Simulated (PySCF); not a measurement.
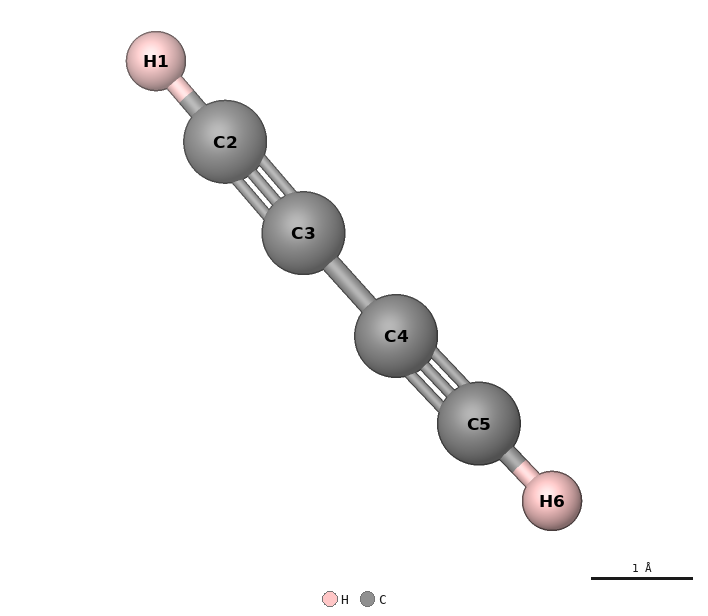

Source: calculation with PySCF.

Orthographic view. Distant atoms are faded towards the background colour. Geometry: a fixed input geometry, not necessarily a minimum.

Write a MOL file (V2000) with the atoms in numerical order, bonds sorted by atom number with the orders drawn, and coordinates in the frame of the picture: x right, y up, z towards the viewer, origin at the mean position.

```
C4H2
                    3D

  6  5  0  0  0  0  0  0  0  0999 V2000
   -1.9500    2.2000   -0.2400 H   0  0  0  0  0  0  0  0  0  0  0  0
   -1.2600    1.4000   -0.1500 C   0  0  0  0  0  0  0  0  0  0  0  0
   -0.4800    0.4900   -0.0400 C   0  0  0  0  0  0  0  0  0  0  0  0
    0.4400   -0.5300    0.0600 C   0  0  0  0  0  0  0  0  0  0  0  0
    1.2600   -1.4000    0.1500 C   0  0  0  0  0  0  0  0  0  0  0  0
    1.9900   -2.1700    0.2200 H   0  0  0  0  0  0  0  0  0  0  0  0
  1  2  1  0
  2  3  3  0
  3  4  1  0
  4  5  3  0
  5  6  1  0
M  END
```
